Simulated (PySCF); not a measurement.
H₄OSi···NH₃···NH₃···NH₃

Input file:

```
{"job": {"kind": "inter", "xc": "wB97M-D3(BJ)", "basis": "def2-SVPD", "pairs": true}, "charge": 0, "multiplicity": 1, "parts": [{"atoms": "0-5", "charge": 0, "multiplicity": 1}, {"atoms": "6-9", "charge": 0, "multiplicity": 1}, {"atoms": "10-13", "charge": 0, "multiplicity": 1}, {"atoms": "14-17", "charge": 0, "multiplicity": 1}]}
O      0.252364     0.571601    -0.812738
Si    -1.370287     0.304691    -0.579071
H      0.746833     1.122161    -0.126002
H     -1.638327    -0.451696     0.686080
H     -1.861714    -0.502016    -1.733775
H     -2.146449     1.584217    -0.514678
N      1.701845     2.002411     0.931021
H      1.613428     3.009335     0.826501
H      2.662634     1.736678     0.652449
H      1.595479     1.793814     1.919855
N      4.309847     0.978407    -0.156615
H      4.845792     0.330383     0.414000
H      4.979510     1.610539    -0.586142
H      3.871494     0.431342    -0.911883
N      2.635147    -0.540788    -2.244841
H      2.633009    -1.556737    -2.240292
H      2.650844    -0.252230    -3.218746
H      1.742030    -0.231719    -1.849553
```

Launched as:

```sh
OMP_NUM_THREADS=1 python cluster_run.py task.json out
```

Geometry: PBE0-D3(BJ)/def2-SVPD.

Theory: PySCF 2.14.0, wB97M-D3(BJ)/def2-SVPD, SCF density, gas phase.

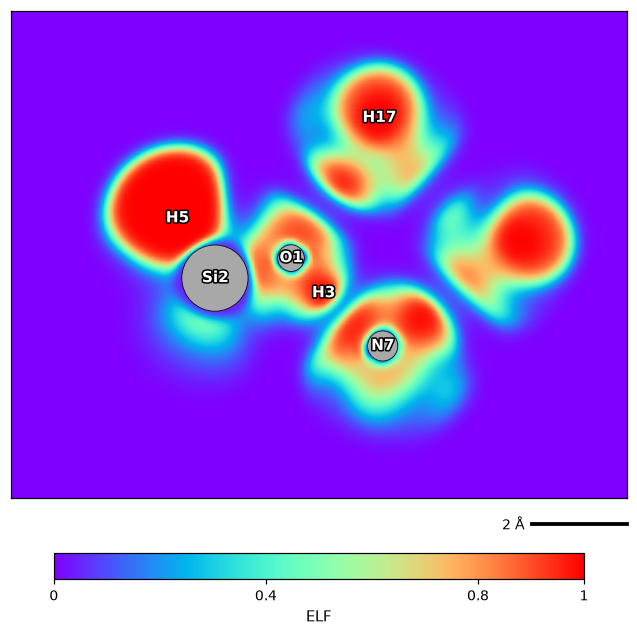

Figure 1. ELF on the plane of atoms Si2, O1 and H3. Grey discs cover the atomic cores.

Question: Read the bonding off the picture.

Answer:
- Atoms in the plane: O, Si, H and N.
- N7···H3 (1.67 Å): the ELF dips to about 0.25 between them (a closed-shell contact with the geometry of a hydrogen bond).
- Si–O (1.66 Å): the ELF peaks at about 0.85 between the atoms (a shared but strongly polarised pair).
- O–H (1.01 Å): the ELF climbs to about 1 towards the hydrogen, as it does in any bond to H; an ordinary covalent bond to hydrogen.
- Si–H (1.49 Å): the ELF climbs to about 1 towards the hydrogen.
- The ELF also peaks beside N11, away from the bonds: lone-pair regions.

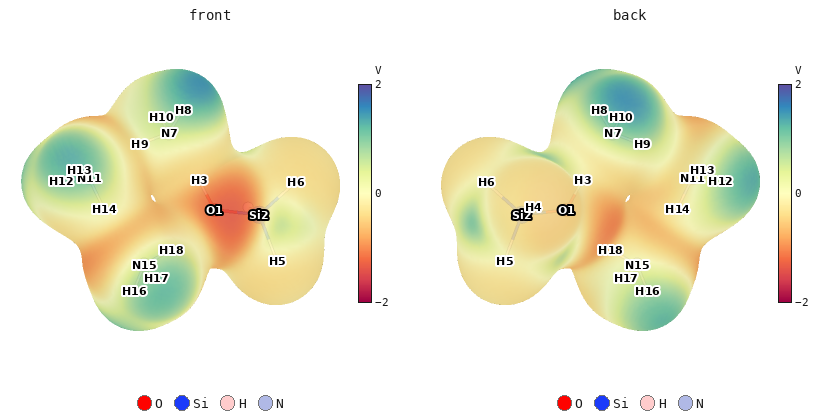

Figure 2. The molecular electrostatic potential painted on the density surface at 0.002 e/bohr³, seen from the front and from behind; red is negative and blue positive.

Question: Which sites attract a positive test charge, and which a negative one?

Answer: A positive charge is drawn to the negative regions and a negative charge to the positive ones. The most negative region (about −1.3 V) lies over O1, the most positive (about +1.5 V) over H8 and H10. O1 is the likeliest acceptor of a hydrogen bond.
